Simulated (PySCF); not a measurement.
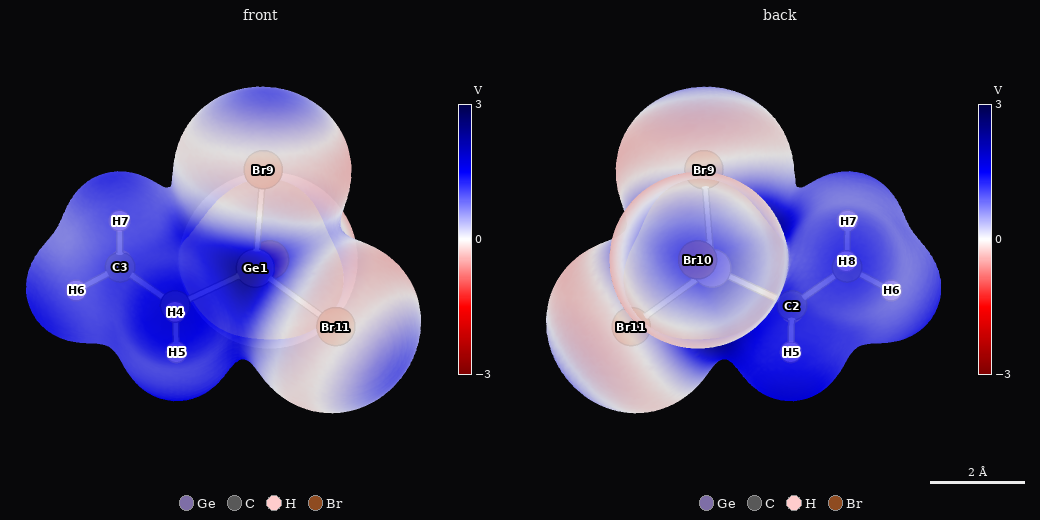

Figure. C2H5Br3Ge (SMILES C[CH2][Ge]([Br])([Br])[Br]). The molecular electrostatic potential painted on the density surface at 0.004 e/bohr³, seen from the front and from behind; red is negative and blue positive.

Geometry: PBE0-D3(BJ)/def2-SVP.

Theory: CAM-B3LYP/def2-SVPD, SCF density, gas phase in PySCF 2.14.0.

```xyz
11

Ge   -0.2083   -0.4339   -1.3351
C    -0.2891   -0.4257    0.6090
C     0.4444    0.7462    1.2407
H     0.1247   -1.3972    0.9243
H    -1.3626   -0.4297    0.8579
H     0.3661    0.7012    2.3380
H     1.5137    0.7410    0.9814
H     0.0232    1.7095    0.9157
Br    1.9684   -0.4452   -2.0779
Br   -1.2239    1.4314   -2.2181
Br   -1.2586   -2.2830   -2.2050
```

Which sites attract a positive test charge, and which a negative one?

A positive charge is drawn to the negative regions and a negative charge to the positive ones. The most negative region (about −0.3 V) lies over Br9, Br10 and Br11, the most positive (about +2.3 V) over Ge1. Br9 shows a σ-hole: about +1.0 V at the tip opposite its bond, against about −0.2 V on its flanks. Br10 shows a σ-hole: about +1.0 V at the tip opposite its bond, against about −0.2 V on its flanks. Br11 shows a σ-hole: about +1.0 V at the tip opposite its bond, against about −0.2 V on its flanks.
